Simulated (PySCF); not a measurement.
**C6H13ClO2Si: density, localisation and related maps**

```xyz
23

C    -2.0538    1.8295   -1.0366
O    -1.7808    0.4632   -0.8745
C    -1.3836    0.1363    0.4412
C    -1.0268   -1.3293    0.4930
C     0.1200   -1.8149    1.3381
C     0.2360   -1.8234   -0.1517
Cl    0.1378   -3.3846   -0.9590
C     1.1890   -0.9086   -0.8969
O     1.6171    0.1333   -0.0809
Si    2.4581    1.4580   -0.4905
H    -1.1643    2.4385   -0.8283
H    -2.8659    2.1558   -0.3743
H    -2.3560    1.9654   -2.0730
H    -0.5206    0.7485    0.7361
H    -2.2087    0.3410    1.1441
H    -1.8850   -1.9842    0.4047
H     0.7102   -1.0781    1.8616
H     0.0175   -2.7586    1.8513
H     0.6816   -0.5162   -1.7874
H     2.0561   -1.4950   -1.2288
H     1.7548    2.2356   -1.5152
H     3.7836    1.1093   -1.0049
H     2.4789    2.1056    0.8125
```

Geometry: GFN2-xTB.

These are results of PySCF, PBE0/pcSseg-1, SCF density, gas phase, non-relativistic, not measurements.

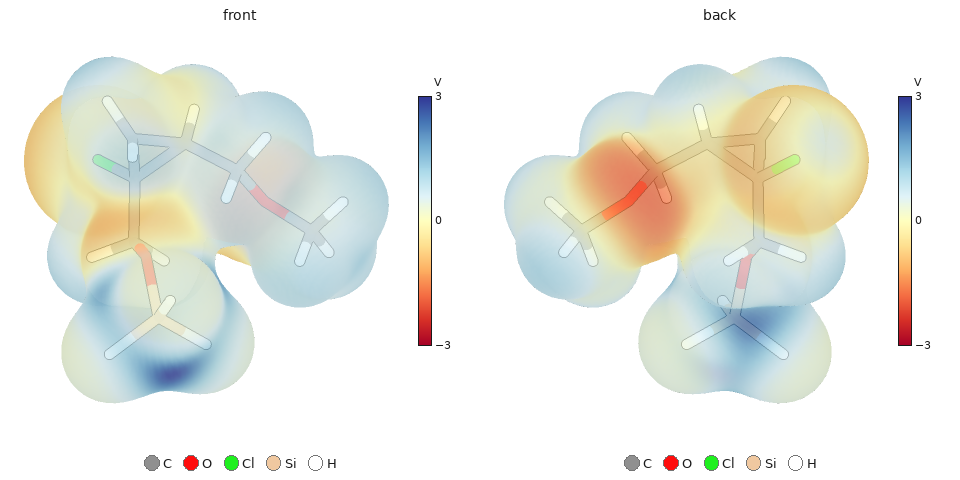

Figure 1. The molecular electrostatic potential painted on the density surface at 0.004 e/bohr³, seen from the front and from behind; red is negative and blue positive.

### Describe the electrostatic potential map.

The most negative region (about −1.8 V, or −42 kcal/mol for a unit charge) lies over O2, the most positive (about +2.5 V, or +58 kcal/mol for a unit charge) over Si10. Cl7 shows a σ-hole: about +0.5 V, or +12 kcal/mol for a unit charge at the tip opposite its bond, against about −0.7 V, or −16 kcal/mol for a unit charge on its flanks. O2 is the likeliest acceptor of a hydrogen bond.

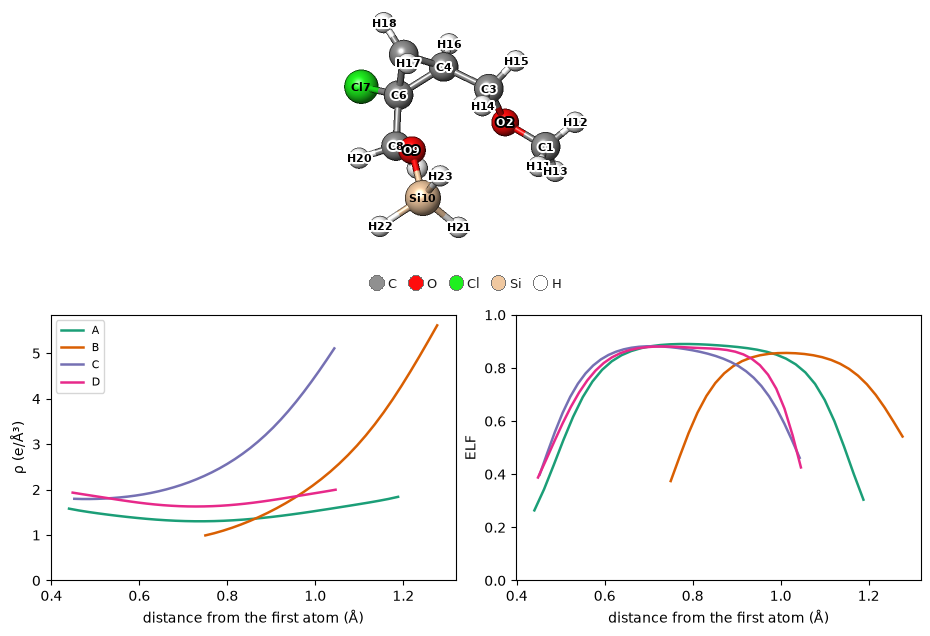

Figure 2. Electron density and ELF along straight lines between neighbouring atoms. The curves leave out the atomic cores. The structure is drawn too.

### Which curve belongs to which contact (C–C, C–Cl, C–O and Si–O)? The first atom named is at distance zero.

Curve A: C–Cl (1.76 Å): ρ at the midpoint is about 1.4 e/Å³; the ELF peaks at about 0.90 between the atoms; a shared electron pair. Curve B: Si–O (1.62 Å): ρ at the midpoint is about 1.2 e/Å³; the ELF peaks at about 0.85 between the atoms (a short, strongly polar bond). Curve C: C–O (1.39 Å): the density is about 2.1 e/Å³ at the midpoint, with its minimum of 1.8 e/Å³ about 0.5 Å from C; the ELF peaks at about 0.90 between the atoms; a shared but strongly polarised pair. Curve D: C–C (1.49 Å): ρ is about 1.6 e/Å³ halfway; the ELF peaks at about 0.90 between the atoms; a covalent bond.
